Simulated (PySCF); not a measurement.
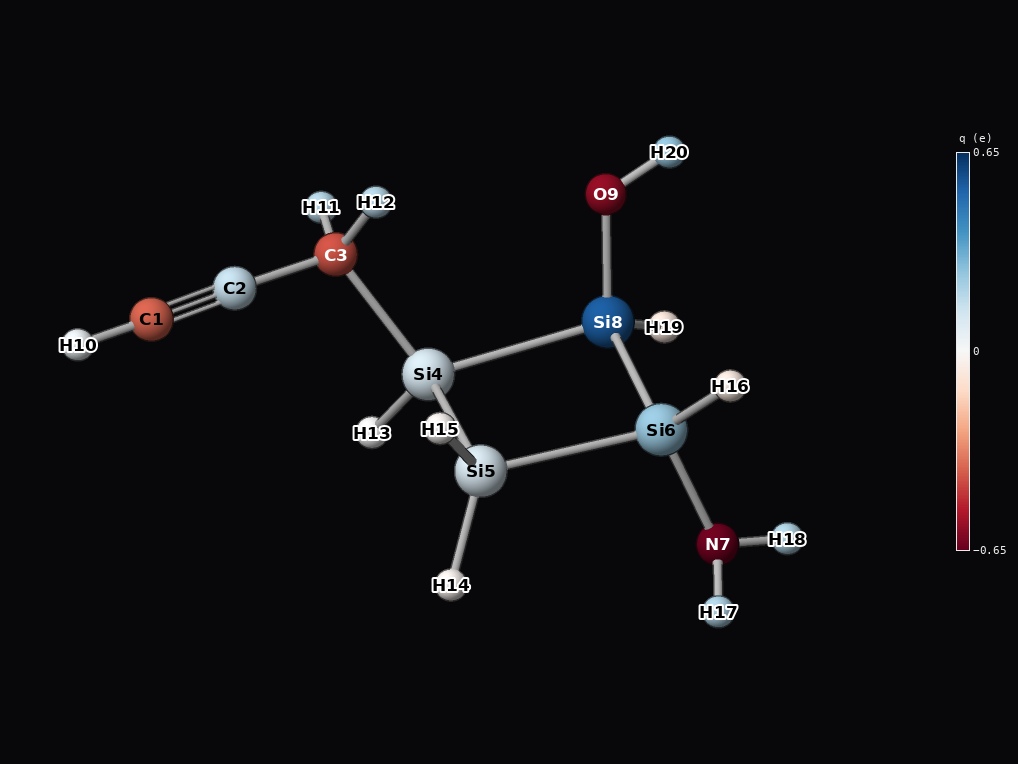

Atoms are coloured by their Mulliken charges. Computed geometry: GFN2-xTB optimisation. No frequency run is at hand to confirm it as a minimum. Method: PBE0/pcSseg-1, gas phase (PySCF 2.14.0).

List the Mulliken charges.

```csv
atom,value (e)
C1,−0.38
C2,0.15
C3,−0.41
Si4,0.10
Si5,0.10
Si6,0.24
N7,−0.63
Si8,0.54
O9,−0.57
H10,0.04
H11,0.18
H12,0.18
H13,0.00
H14,−0.02
H15,−0.02
H16,−0.06
H17,0.19
H18,0.19
H19,−0.07
H20,0.25
```

Mulliken values depend strongly on the basis set and can even reverse the polarity of a bond. The geometry is semi-empirical. Around Si such bond lengths and angles can be off by a tenth of an ångström or more and by several degrees, and values that hang on the shape move with them.
